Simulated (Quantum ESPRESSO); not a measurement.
# Energy and gap at +3 % biaxial strain: 1T-NiSSe, 1 layer

How the rows were computed: Quantum ESPRESSO 7.5 driven by ASE, PBE, GBRV ultrasoft, ESM (bc1); atomic heights clamped; cell area 10.254 Å² at zero strain.

```
strain (%)  energy (meV a cell)  gap on the mesh (eV)
        −3                90.99                 0.138
      −1.5                22.55                 0.260
         0                 0.00                 0.368
      +1.5                17.83                 0.448
```

One more run was made and is withheld. What are energy and gap at +3 %, and how stiff is the sheet?

By hand: About zero, E'' = (22.55 + 17.83 − 2 × 0.00)/1.5² = 17.95 meV per %² and E' = (17.83 − 22.55)/3 = −1.57 meV per %. With E = A K ε², where K = (C11 + C22)/2 + C12 (C11 + C12 for a hexagonal sheet), K = 17.95 × 10/(2 × 10.254) × 16.02 = 140 N/m. The parabola gives E(+3 %) = 0.00 + 3 × (−1.57) + 4.5 × 17.95 = 76.0 meV. Continuing the last slope, the gap is 2 × 0.448 − 0.368 = 0.528 eV.

**Check.** E = 71.3 meV and the gap 0.485 eV. The parabola misses by +4.7 meV, too high, since bonds soften under tension. The gap's line misses by +0.043 eV: the gap is not linear in strain.

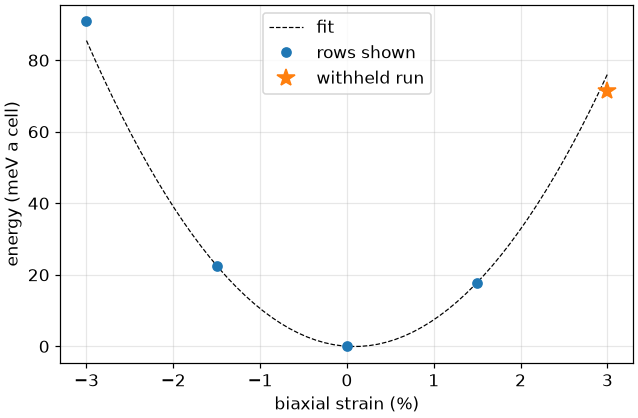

The rows shown, the fit and the withheld run.

Caveats: Clamped heights stiffen sheets with several planes. Semilocal gap, no spin-orbit coupling.

[Logs are printed without paths, hosts, clocks, repeated set-up lines and the standing remarks that a program may print on its own settings, such as how far it seeks lower states.]
